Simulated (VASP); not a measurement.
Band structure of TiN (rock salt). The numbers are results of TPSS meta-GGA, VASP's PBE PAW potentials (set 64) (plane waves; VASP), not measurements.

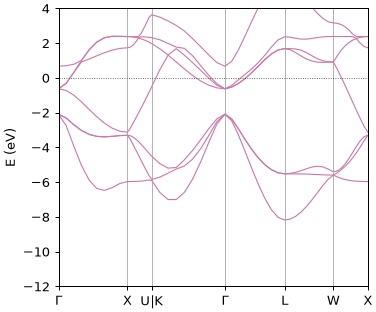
Figure: Bands along high-symmetry lines, zero at the valence-band maximum or, without a gap, the Fermi level

Q: Read the plot: is there a gap, and where are the band edges?

A: It has no gap at this level: it comes out as a metal or semimetal.

The compound is TiN in the rock salt structure. It was relaxed first. The electron count is odd and the run is not spin-polarised, which forces a metal.
